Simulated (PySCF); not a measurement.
**Mo(OH)₂: quintet, from a bent start**

The task is one start of a wider search on Mo(OH)₂: the quintet, from a bent start. It is relaxed, tested by its Hessian and followed downhill if it is a saddle.

Program: PySCF 2.14.0. Level of theory: PBE0, basis Mo def2-TZVP with ECP28, O def2-TZVP, H def2-TZVP, scalar-relativistic core potentials, no spin–orbit coupling, density fitting. These are calculated values, not measurements.

### 1 Starting geometry

5 atoms, charge 0, spin multiplicity 5.

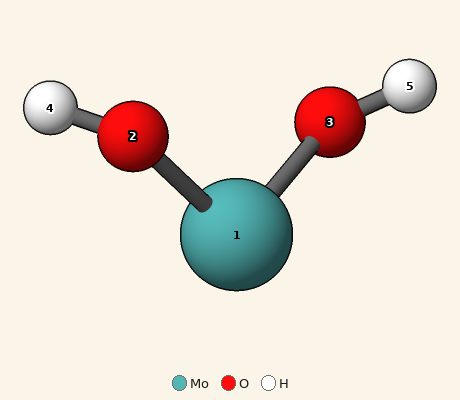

The starting geometry (molybdenum teal, oxygen red, hydrogen white); atoms are numbered from 1 in the order of the file.

Z-matrix (Å, degrees; charge 0 multiplicity 5):
```
Mo
O  1 2.0100
O  1 2.0100 2 110.00
H  2 0.9600 1 130.00 3 90.00
H  3 0.9600 1 130.00 2 90.00
```

### 2 The SCF at the typed geometry

One driver script runs all steps and calls PySCF; scf.py shows how it sets up the SCF of each step. The optimiser is the driver's own. After this first run the driver tries any further starts and a stability analysis.

scf.py

```python
from pyscf import gto, scf, dft
mol = gto.M(atom='''
Mo     0.000000     0.000000     0.000000
O      1.646500     0.000000     1.152900
O     -1.646500     0.000000     1.152900
H      2.152000    -0.735400     1.506800
H     -2.152000     0.735400     1.506800''',
    basis={'Mo': 'def2-TZVP', 'O': 'def2-TZVP', 'H': 'def2-TZVP'},
    ecp={'Mo': 'def2-TZVP'},
    charge=0, spin=4)
mf = dft.UKS(mol, xc='PBE0')
mf.grids.atom_grid = (50, 194)
aux = {'Mo': 'def2-universal-JKFIT', 'O': 'def2-universal-JKFIT', 'H': 'def2-universal-JKFIT'}
mf = mf.density_fit(auxbasis=aux)
mf.conv_tol = 1e-08
mf.diis_space = 10
mf.max_cycle = 60
mf.init_guess = 'minao'
mf.verbose = 4
mf.kernel()
```

Started as:

```sh
> OMP_NUM_THREADS=4 python axn.py task.json out
```

Standard output:

```text
init E= -213.125772431884
[... the frontier-level lines of each cycle are left out ...]
cycle= 1 E= -219.420556005028  delta_E= -6.29  |g|= 0.878  |ddm|= 2.63
cycle= 2 E= -218.047271263278  delta_E= 1.37  |g|= 1.98  |ddm|=  1.7
cycle= 3 E= -219.688012919991  delta_E= -1.64  |g|= 0.316  |ddm|= 1.26
cycle= 4 E= -219.73361224962  delta_E= -0.0456  |g|= 0.108  |ddm|= 0.391
cycle= 5 E= -219.739870638727  delta_E= -0.00626  |g|= 0.0256  |ddm|= 0.126
cycle= 6 E= -219.740162359263  delta_E= -0.000292  |g|= 0.00883  |ddm|= 0.0254
cycle= 7 E= -219.740227438176  delta_E= -6.51e-05  |g|= 0.00315  |ddm|= 0.0194
cycle= 8 E= -219.740238474752  delta_E= -1.1e-05  |g|= 0.000712  |ddm|= 0.00917
cycle= 9 E= -219.740239441034  delta_E= -9.66e-07  |g|= 0.000244  |ddm|= 0.0027
cycle= 10 E= -219.740239552701  delta_E= -1.12e-07  |g|= 6.22e-05  |ddm|= 0.000736
cycle= 11 E= -219.740239564923  delta_E= -1.22e-08  |g|= 1.67e-05  |ddm|= 0.000258
cycle= 12 E= -219.740239565717  delta_E= -7.94e-10  |g|= 5.63e-06  |ddm|= 6.84e-05
Extra cycle  E= -219.740239565751  delta_E= -3.4e-11  |g|= 1.01e-05  |ddm|= 1.71e-05
converged SCF energy = -219.740239565751  <S^2> = 6.0172682  2S+1 = 5.0069025
```

This step, with its further starts and checks, ran for 13 s (4 threads of Arm Neoverse V2, shared host).

Energies from each starting density:

```
                      start  energy (Eh)
    the minimal-basis guess  -219.740240
a thermally smeared density  -219.740240
      a smeared PBE density  -219.740240
```

No lower solution of this spin turned up from the other starts or in the test of internal stability.

### 3 Relaxation: bent start, quintet

The program finds C2 symmetry in the start, which this walk keeps. Threshold on the gradient: 0.0003 Eh/bohr, with a further test on the energy change.

Edit scf.py of step 2 so:

```diff
@@ -3,5 +3,5 @@
-Mo     0.000000     0.000000     0.000000
-O      1.646500     0.000000     1.152900
-O     -1.646500     0.000000     1.152900
-H      2.152000    -0.735400     1.506800
-H     -2.152000     0.735400     1.506800''',
+Mo     0.000000     0.000000    -0.302615
+O      1.646500    -0.000000     0.850285
+O     -1.646500     0.000000     0.850285
+H      2.152000    -0.735400     1.204185
+H     -2.152000     0.735400     1.204185''',
@@ -18 +17,0 @@
-mf.init_guess = 'minao'
```

The optimiser's trace:

```
step  energy (Eh)  change (kJ/mol)  largest symmetric gradient (Eh/bohr)
   0  -219.740240             0.00                               0.06816
   1  -219.756518           -42.74                               0.03274
   2  -219.761909           -56.89                               0.00997
   3  -219.761931           -56.95                               0.01324
   4  -219.762610           -58.73                               0.01208
   5  -219.763019           -59.81                               0.00308
   6  -219.763105           -60.03                               0.00078
   7  -219.763134           -60.11                               0.00086
   8  -219.763144           -60.14                               0.00085
   9  -219.763149           -60.15                               0.00031
  10  -219.763150           -60.15                               0.00012
```

The walk took 23 s.

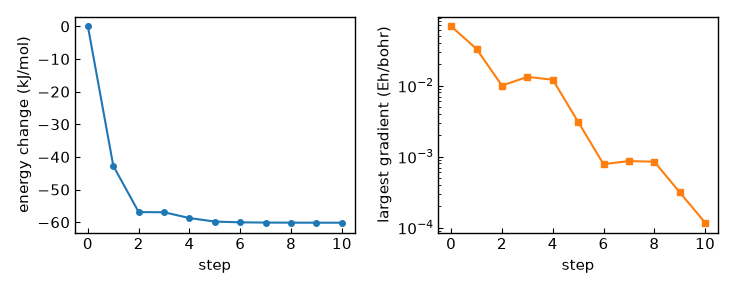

Energy and largest gradient along the walk.

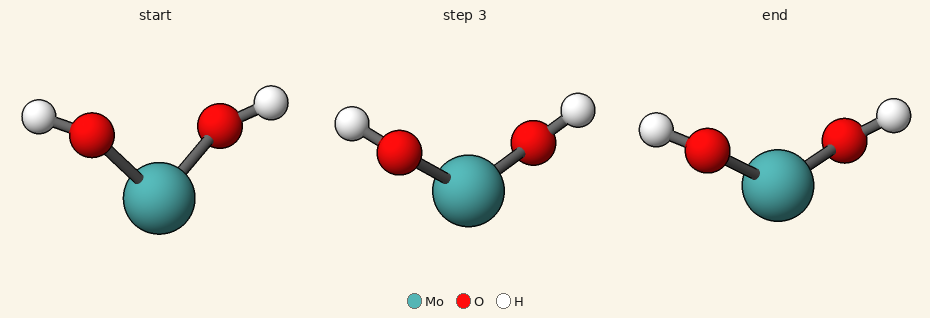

Start and end of the relaxation, with a step between.

End point (C2, 10 steps, 60.2 kJ/mol gained): Mo–O 1.903 Å (×2), O–H 0.962 Å (×2); H–O–Mo 122.8° (×2), O–Mo–O 138.3°.

### 4 Is it a minimum? Harmonic modes

The point is checked on the finer grid, and tightened if its gradient asks for it. The Hessian and the dipole derivatives come from central differences of analytic gradients, with steps of 0.02 bohr.

Edit scf.py of step 3 so:

```diff
@@ -3,5 +3,5 @@
-Mo     0.000000     0.000000    -0.302615
-O      1.646500    -0.000000     0.850285
-O     -1.646500     0.000000     0.850285
-H      2.152000    -0.735400     1.204185
-H     -2.152000     0.735400     1.204185''',
+Mo     0.000000     0.000000    -0.182196
+O      1.778510     0.014337     0.495434
+O     -1.778510    -0.014337     0.495434
+H      2.191510    -0.758722     0.891048
+H     -2.191510     0.758722     0.891048''',
@@ -12 +12 @@
-mf.grids.atom_grid = (50, 194)
+mf.grids.atom_grid = (75, 302)
@@ -15 +15 @@
-mf.conv_tol = 1e-08
+mf.conv_tol = 1e-10
```

This SCF starts from the last density.

Log of the central SCF (cycles and frontier levels):

```text
init E= -219.763111983674
[... the frontier-level lines of each cycle are left out ...]
cycle= 1 E= -219.763111983669  delta_E= 4.32e-12  |g|= 4.04e-06  |ddm|= 3.56e-06
Extra cycle  E= -219.763111983649  delta_E= 2.03e-11  |g|= 8.45e-06  |ddm|= 6.89e-06
converged SCF energy = -219.763111983649  <S^2> = 6.0156644  2S+1 = 5.0062618
```

The whole step took 66 s.

Geometry: C2; Mo–O 1.903 Å (×2), O–H 0.962 Å (×2); H–O–Mo 122.8° (×2), O–Mo–O 138.3°.

Modes, for the most abundant isotopes:

```
symmetry  ω (cm⁻¹)  IR (km/mol)
       a       126          0.4
       b       360         35.5
       a       430          162
       b       632          245
       a       664         46.8
       b       677          236
       a       691          1.7
       b      3848          119
       a      3849         43.1
```

Every mode is real; the point is a minimum.

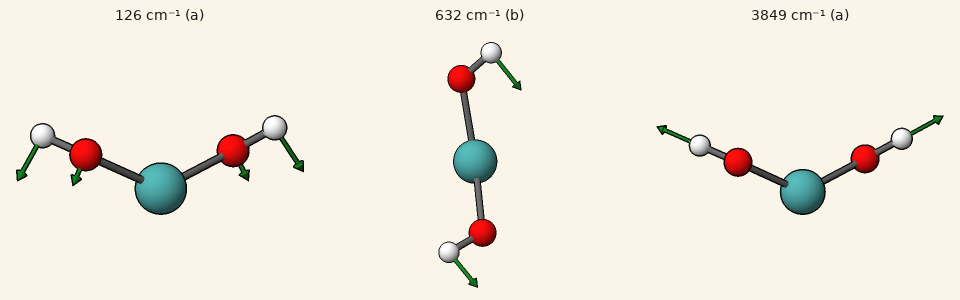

Displacements of 3 of the modes, as arrows (one member where a mode is degenerate).

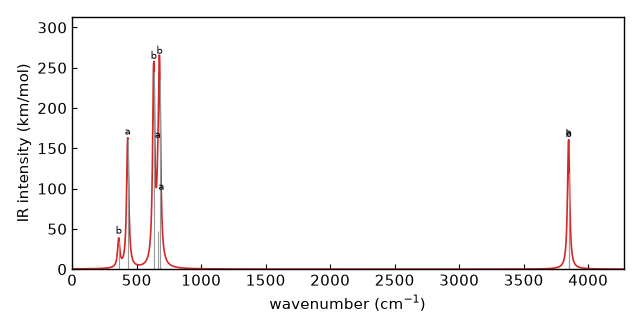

The harmonic infrared spectrum (widths in cm⁻¹). Lines are broadened to a width of 20 cm⁻¹ (Lorentzian).

Properties at this point:

* Dipole moment: 0.07 D
* Highest occupied level: -5.59 eV
* Lowest empty level: -1.76 eV
* Rotational constants: 1.221, 0.1505, 0.1364 cm⁻¹
* Zero-point energy: 67.5 kJ/mol
* Principal polarisabilities: 50.5, 51.3, 58.0 bohr³
* Atomisation energy without zero-point energy: 1626 kJ/mol
* Principal traceless quadrupole moments about the centre of mass: -11.22, 1.30, 9.92 D Å
* Entropy at 298.15 K and 1 bar (electronic part: spin only): 303.1 J/(mol K)
* Heat capacity Cp at 298.15 K: 68.7 J/(mol K)
* Enthalpy at 298.15 K above 0 K: 14.71 kJ/mol
* Rotational symmetry number: 2
* Spin squared ⟨S²⟩: 6.016

Charges (e) and bond orders:

```csv
atom,Mulliken,Löwdin,polar tensor,spin (Mulliken),Mayer order to Mo1
Mo1,0.86,0.45,1.08,4.02,–
"O2,3",-0.76,-0.38,-0.81,-0.03,0.93
"H4,5",0.33,0.15,0.27,0.02,0.02
```

Mulliken populations on Mo1 (outside its core potential): s 2.61, p 6.18, d 4.32, f 0.03.

### 5 Summary of results

| quantity | value |
| --- | --- |
| minimum | quintet, C2 |
| geometry | Mo–O 1.903 Å (×2), O–H 0.962 Å (×2); H–O–Mo 122.8° (×2), O–Mo–O 138.3° |
| wavenumbers (cm⁻¹) | 126 (a), 360 (b), 430 (a), 632 (b), 664 (a), 677 (b), 691 (a), 3848 (b), 3849 (a) |
| dipole moment | 0.07 D |
| highest occupied, lowest empty level (either spin) | -5.59, -1.76 eV |
| polar-tensor charge of Mo1 | +1.08 e |
| zero-point energy | 67.5 kJ/mol |
| entropy at 298.15 K | 303.1 J/(mol K) |
| atomisation energy (no zero-point energy) | 1626 kJ/mol |
| ⟨S²⟩ | 6.016 |

**Reading.** The bent start keeps its C2 symmetry and ends in a minimum. The strongest infrared band lies at 632 cm⁻¹ (b). Most of the spin sits on Mo1 (Mulliken spin 4.02, against 4 for the whole molecule). Other starts or spin states, not run here, may lie lower. One determinant may miss the lowest occupation of an open d or f shell.

The search up to here took 1.7 min.
